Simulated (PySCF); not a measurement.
C3H10BN, SMILES `CNB(C)C`.

PySCF calculation, 6-31G* basis, gas phase; geometry: GFN2-xTB. No frequency check shows the geometry to be a minimum.

Input

```python
import numpy as np
from pyscf import gto, scf, mcscf

mol = gto.M(atom='''
C     -2.04752    -0.15458    -0.00146
N     -0.70288    -0.68292     0.00262
B      0.50157     0.00093     0.00214
C      0.53798     1.59274    -0.00015
C      1.85457    -0.83495    -0.00025
H     -2.01261     0.93107     0.01903
H     -2.60518    -0.50291     0.87307
H     -2.58796    -0.47054    -0.89910
H     -0.69891    -1.69353     0.00111
H      0.00678     2.00734    -0.85560
H      1.55215     1.98200    -0.03255
H      0.06574     2.00299     0.89149
H      1.70026    -1.90986     0.07530
H      2.50263    -0.53865     0.82240
H      2.41923    -0.65133    -0.91303
''', basis='6-31g*', charge=0, spin=0, verbose=4)
# stretch the bond between atoms 2 and 9, from long to short, fragments rigid
a, b, move = 1, 8, [8]
xyz = mol.atom_coords(unit='Angstrom')
u = xyz[b] - xyz[a]
r0 = np.linalg.norm(u)
rows, last, dm_u = [], None, None
for r in [2.86, 2.24, 1.84, 1.58, 1.38, 1.22, 1.12, 1.02, 0.94]:
    new = xyz.copy()
    new[move] += u / r0 * (r - r0)
    m = mol.set_geom_(new, unit='Angstrom', inplace=False)
    rhf = scf.RHF(m).density_fit(auxbasis='def2-universal-jkfit').run()
    uhf = scf.UHF(m).density_fit(auxbasis='def2-universal-jkfit').newton()
    if dm_u is None:
        c = rhf.mo_coeff
        h = m.nelectron // 2 - 1
        ca, cb = c.copy(), c.copy()
        ca[:, h], cb[:, h] = (c[:, h] + c[:, h + 1]) / 2**.5, (c[:, h] - c[:, h + 1]) / 2**.5
        dm_u = np.array([x[:, :h + 1] @ x[:, :h + 1].T for x in (ca, cb)])
    uhf.kernel(dm0=dm_u)
    for _ in range(3):
        c, _, stable, _ = uhf.stability(return_status=True)
        if stable:
            break
        uhf.kernel(c, uhf.mo_occ)
    dm_u = uhf.make_rdm1()
    mc = mcscf.CASSCF(rhf, 2, 2)
    mc.natorb = True
    mc.fix_spin_(ss=0)
    guess = mcscf.addons.make_natural_orbitals(uhf)[1] if last is None else mcscf.project_init_guess(mc, last.mo_coeff, last.mol)
    mc.kernel(guess)
    last = mc
    act = slice(mc.ncore, mc.ncore + mc.ncas)
    print('r %.3f  RHF %.6f  UHF %.6f  <S^2> %.3f  CASSCF %.6f  occupations' % (r, rhf.e_tot, uhf.e_tot, uhf.spin_square()[0], mc.e_tot), mc.mo_occ[act].round(4))
    rows.append((new, rhf.e_tot, uhf.e_tot, uhf.spin_square()[0], mc.e_tot, mc.mo_occ[act], mc.mo_coeff[:, act], dm_u[0] - dm_u[1], rhf.converged and uhf.converged and mc.converged))
    np.savez('result.npz', **{k: [row[i] for row in rows] for i, k in enumerate('xyz rhf uhf s2 cas occ c spin ok'.split())})
```

Launched as:

```sh
OMP_NUM_THREADS=1 python input.py
```

The run took 5.3 min on 1 thread of Intel(R) Xeon(R) Processor @ 2.50GHz (Skylake/Cascade Lake), with other jobs on the host, peak memory 0.25 GiB.

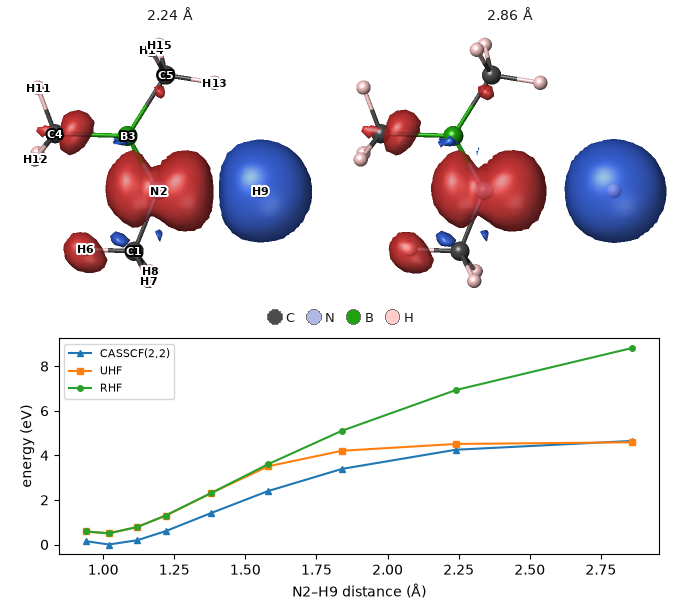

Rigid stretch of the N2–H9 bond. Broken-symmetry UHF spin density at ±0.03 e/Å³ (blue: α, red: β). Below: energies along the scan, from the lowest point of the three curves.

### How does the broken-symmetry solution share the spin, and how far is it from a pure singlet?

At 2.86 Å excess α spin lies mostly on H9 and excess β on N2; the two could be swapped at no cost. ⟨S²⟩ is 0.93 at 2.24 Å and 1.00 at 2.86 Å, against 0 for a pure singlet and 1 for an equal mix of singlet and triplet.

### Where does the UHF solution part from RHF?

Between 1.38 Å (⟨S²⟩ = 0, the two coincide) and 1.58 Å (⟨S²⟩ = 0.28); at 2.86 Å ⟨S²⟩ is 1.00 and UHF lies 4.2 eV below RHF.

### How much energy does the stretch cost?

By CASSCF, 4.6 eV from the lowest point of the scan (1.02 Å) to 2.86 Å; RHF gives 8.3 eV from its own lowest point. The fragments aren't relaxed and dynamic correlation is missing, so this isn't a bond dissociation energy.
